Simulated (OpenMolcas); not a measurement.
# SiH3 (silyl radical) at 6 levels

Aim: a comparison of 6 runs (ROHF/6-31G, U-r2SCAN/6-31G, UM06-2X/6-31G, UPBE0/6-31G, USVWN5/6-31G, ROCCSD(T)/6-31G) of SiH3 (silyl radical). 

The results are computed with OpenMolcas 26.06.

## (1) The structure to begin with

The species is SiH3 (4 atoms), meant as a doublet with charge 0. SMILES: `[SiH3]`. The Si1–H4 distance was set to 2.229 Å, away from the relaxed value. At this shape the atoms don't form one bonded unit as the SMILES string has it.

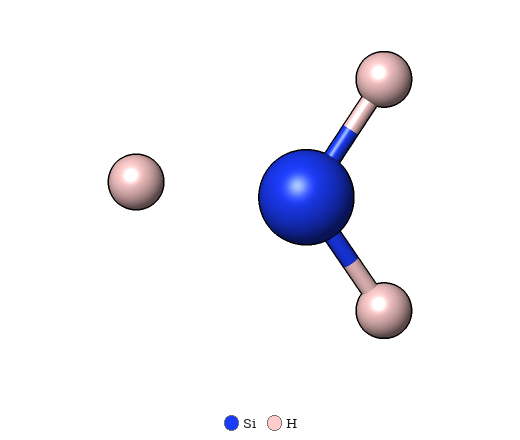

The structure, seen from a chosen angle (silicon blue, hydrogen pink).

## (2) The energy at ROHF/6-31G (run 1)

step1.inp

```
* H3Si Hartree-Fock
&gateway
baslib
$CurrDir
basisset
Si.6-31G....
Si1 0.755137 -0.421994 0.263970 angstrom
End of Basis
basisset
H.6-31G....
H2 1.020507 0.270206 1.551900 angstrom
H3 0.237317 -1.796744 0.488130 angstrom
H4 -0.628890 0.763250 -1.019990 angstrom
End of Basis
&seward
&scf
uhf
spin
2
prorbitals
1 1
&rasscf
fileorb
$Project.UnaOrb
spin
2
nactel
1 0 0
inactive
8
ras2
1
outorbitals
Canonical
orblisting
Nothing
```

The basis set 6-31G is read from a file made from the Basis Set Exchange's data (not shown).

Launch:

```
$ export MOLCAS_MEM=1860
$ pymolcas step1.inp > step1.log
```

Output:

```text
--- Start Module: gateway ---
[...]
--- Stop Module: gateway /rc=_RC_ALL_IS_WELL_ ---
[...]
      Basis functions           19
[...]
--- Start Module: scf ---
[...]
       Convergence after  16 Iterations
[...]
::    Total SCF energy                               -290.4920181434
[...]
      Total spin, S                                     0.5013618755
[...]
--- Stop Module: scf /rc=_RC_ALL_IS_WELL_ ---
--- Start Module: rasscf ---
[...]
      Number of active orbitals                  1
[...]
      Spin quantum number                      0.5
[...]
      Active orbitals                            1
[...]
      Number of CSFs                             1
[...]
      Number of root(s) required                 1
[...]
      Convergence after  7 iterations
[...]
      printout of CI-coefficients larger than  0.05 for root  1
      energy=    -290.491425
      conf/sym  1     Coeff  Weight
             1  u   1.00000 1.00000
      Natural orbitals and occupation numbers for root  1
      sym 1:   1.000000
      ************************************************************************************************************************
      *                                                    Final results                                                     *
[...]
::    RASSCF root number  1 Total energy:   -290.49142521
[...]
      Total electronic charge=   17.000000
      Total            charge=   -0.000000
[...]
      Dipole Moment (debye):
      Origin of the operator (angstrom)=    0.7019   -0.4057    0.2714
                   X=  1.0604E+00               Y= -8.2329E-01               Z=  8.1890E-01           Total=  1.5725E+00
      Quadrupole Moment (debye*angstrom):
[...]
--- Stop Module: rasscf /rc=_RC_ALL_IS_WELL_ ---
[...]
```

Run time: 2.5 s. Hardware: 1 thread of Arm Neoverse V1, shared host; peak memory 0.37 GiB.

## (3) A single-point energy at U-r2SCAN/6-31G (run 2)

test.inp

```
* H3Si Kohn-Sham DFT
>>> EXPORT MOLCAS_PRINT=2
&GATEWAY
BasLib=$CurrDir
BasisSet
Si.6-31G....
Si1 0.755137 -0.421994 0.263970 angstrom
End of Basis
BasisSet
H.6-31G....
H2 1.020507 0.270206 1.551900 angstrom
H3 0.237317 -1.796744 0.488130 angstrom
H4 -0.628890 0.763250 -1.019990 angstrom
End of Basis
&SEWARD
GridInput
Grid=UltraFine
End of Grid
&SCF
UHF
Spin=2
KSDFT=2
1.0 MGGA_X_R2SCAN
1.0 MGGA_C_R2SCAN
Thresholds=1e-10 1e-07 1e-07 1e-05
PrOrbitals=1 1
```

The basis set 6-31G is read from a file made from the Basis Set Exchange's data (not shown).

Launch:

```
$ export MOLCAS_MEM=1860
$ pymolcas test.inp > test.log
```

Output:

```text
--- Start Module: gateway ---
[...]
--- Stop Module: gateway /rc=_RC_ALL_IS_WELL_ ---
--- Start Module: seward ---
[...]
      Basis functions           19
--- Stop Module: seward /rc=_RC_ALL_IS_WELL_ ---
--- Start Module: scf ---
[...]
       Convergence after  14 Iterations
[...]
::    Total KS-DFT energy                            -291.0886167010
[...]
      Total spin, S                                     0.5010170143
[...]
      Total electronic charge=   17.000000
      Total            charge=   -0.000000
[...]
      Dipole Moment (debye):
      Origin of the operator (angstrom)=    0.7019   -0.4057    0.2714
                   X=  6.2976E-01               Y= -6.4096E-01               Z=  7.8172E-01           Total=  1.1910E+00
      Quadrupole Moment (debye*angstrom):
[...]
--- Stop Module: scf /rc=_RC_ALL_IS_WELL_ ---
[...]
```

Run time: 8.1 s. Hardware: 1 thread of Arm Neoverse V1, shared host; peak memory 0.37 GiB.

Runs 3 to 4 aren't shown in full; the table further down has their settings and results.

## (4) The energy at USVWN5/6-31G (run 5)

test.input

```
* H3Si Kohn-Sham DFT

&GATEWAY
  BasLib
  $CurrDir
  BasisSet
  Si.6-31G....
  Si1 0.755137 -0.421994 0.263970 angstrom
  End of Basis
  BasisSet
  H.6-31G....
  H2 1.020507 0.270206 1.551900 angstrom
  H3 0.237317 -1.796744 0.488130 angstrom
  H4 -0.628890 0.763250 -1.019990 angstrom
  End of Basis

&SEWARD
  GridInput
  Grid=UltraFine
  End of Grid

&SCF
  UHF
  Spin
  2
  KSDFT
  SVWN5
  Thresholds
  1e-10 1e-07 1e-07 1e-05
  PrOrbitals
  1 1
```

The basis set 6-31G is read from a file made from the Basis Set Exchange's data (not shown).

Launch:

```
$ export MOLCAS_MEM=1860
$ pymolcas test.input > test.log
```

Output:

```text
--- Start Module: gateway ---
[...]
--- Stop Module: gateway /rc=_RC_ALL_IS_WELL_ ---
--- Start Module: seward ---
[...]
      Basis functions           19
--- Stop Module: seward /rc=_RC_ALL_IS_WELL_ ---
--- Start Module: scf ---
[...]
       Convergence after  13 Iterations
[...]
::    Total KS-DFT energy                            -289.9214520237
[...]
      Total spin, S                                     0.5004912902
[...]
      Total electronic charge=   17.000000
      Total            charge=   -0.000000
[...]
      Dipole Moment (debye):
      Origin of the operator (angstrom)=    0.7019   -0.4057    0.2714
                   X=  3.5419E-01               Y= -5.4059E-01               Z=  7.8960E-01           Total=  1.0204E+00
      Quadrupole Moment (debye*angstrom):
[...]
--- Stop Module: scf /rc=_RC_ALL_IS_WELL_ ---
[...]
```

Run time: 4.5 s. Hardware: 1 thread of Arm Neoverse V1, shared host; peak memory 0.37 GiB.

## (5) The energy at ROCCSD(T)/6-31G (run 6)

test.inp

```
* H3Si CCSD(T)
>>> EXPORT MOLCAS_PRINT=2

&gateway
 baslib=$CurrDir
 basisset
 Si.6-31G....
 Si1 0.755137 -0.421994 0.263970 angstrom
 End of Basis
 basisset
 H.6-31G....
 H2 1.020507 0.270206 1.551900 angstrom
 H3 0.237317 -1.796744 0.488130 angstrom
 H4 -0.628890 0.763250 -1.019990 angstrom
 End of Basis

&seward

&scf
 uhf
 spin=2
 thresholds=1e-10 1e-07 1e-07 1e-05
 prorbitals=1 1

&rasscf
 fileorb=$Project.UnaOrb
 spin=2
 nactel=1 0 0
 inactive=8
 ras2=1
 outorbitals=Canonical
 orblisting=Nothing

&motra
 jobiph
 frozen=5

&ccsdt
 cct
 triples=3
 iterations=80
 accuracy=1e-08
 extrapolation=5 4
```

The basis set 6-31G is read from a file made from the Basis Set Exchange's data (not shown).

Launch:

```
$ export MOLCAS_MEM=1860
$ pymolcas test.inp > test.log
```

Output:

```text
--- Start Module: gateway ---
[...]
--- Stop Module: gateway /rc=_RC_ALL_IS_WELL_ ---
[...]
      Basis functions           19
[...]
       Convergence after  22 Iterations
[...]
::    Total SCF energy                               -290.4920181433
[...]
      Total spin, S                                     0.5013612372
[...]
      Number of active orbitals                  1
[...]
      Spin quantum number                      0.5
[...]
      Active orbitals                            1
[...]
      Number of CSFs                             1
[...]
      Number of root(s) required                 1
[...]
      Convergence after  7 iterations
[...]
      printout of CI-coefficients larger than  0.05 for root  1
      energy=    -290.491425
      conf/sym  1     Coeff  Weight
             1  u   1.00000 1.00000
      Natural orbitals and occupation numbers for root  1
      sym 1:   1.000000
      ************************************************************************************************************************
      *                                                    Final results                                                     *
[...]
::    RASSCF root number  1 Total energy:   -290.49142521
[...]
      Total electronic charge=   17.000000
      Total            charge=   -0.000000
[...]
      Dipole Moment (debye):
      Origin of the operator (angstrom)=    0.7019   -0.4057    0.2714
                   X=  1.0604E+00               Y= -8.2329E-01               Z=  8.1890E-01           Total=  1.5725E+00
      Quadrupole Moment (debye*angstrom):
[...]
--- Start Module: motra ---
[...]
      *** WARNING: Default frozen orbitals is overwritten by user input.
      *** Default values:   2
[...]
--- Stop Module: motra /rc=_RC_ALL_IS_WELL_ ---
--- Start Module: ccsdt ---
[...]
      Convergence after                    22  Iterations
      Total energy (diff) :    -290.57756602      -0.00000001
[...]
 METHOD                       : CCSD+T(CCSD)+<T3(1)WT1>+<T3(1)UT2> = CCSD(T)
[...]
       CCSD     =      -290.5775660202444
[...]
--- Stop Module: ccsdt /rc=_RC_ALL_IS_WELL_ ---
[...]
```

Run time: 2.7 s. Hardware: 1 thread of Arm Neoverse V1, shared host; peak memory 0.37 GiB.

## (6) All runs side by side

```
run            level  integration grid  SCF convergence threshold  frozen core orbitals  energy (Eh)  dipole moment (D)  wall time
  1       ROHF/6-31G                 –                          –                     –  -290.491425               1.57      2.5 s
  2   U-r2SCAN/6-31G         UltraFine                      1e-10                     –  -291.088617               1.19      8.1 s
  3    UM06-2X/6-31G         UltraFine                      1e-10                     –  -291.077616               1.23      8.1 s
  4      UPBE0/6-31G         UltraFine                      1e-10                     –  -290.988328               1.19      5.7 s
  5     USVWN5/6-31G         UltraFine                      1e-10                     –  -289.921452               1.02      4.5 s
  6  ROCCSD(T)/6-31G                 –                      1e-10                     5  -290.579070                  –      2.7 s
```

## (7) What came out

| quantity | value |
| --- | --- |
| run 6: total energy | -290.57907 Eh |
| run 6: (T) correction | -1.50 mEh |

**Reading.** Among the runs that give it from their own density at one geometry, the dipole moment runs from 1.02 D (USVWN5/6-31G) to 1.57 D (ROHF/6-31G). Totals of different functionals can't be ranked against each other. All runs together took 32 s, the longest 8.1 s.
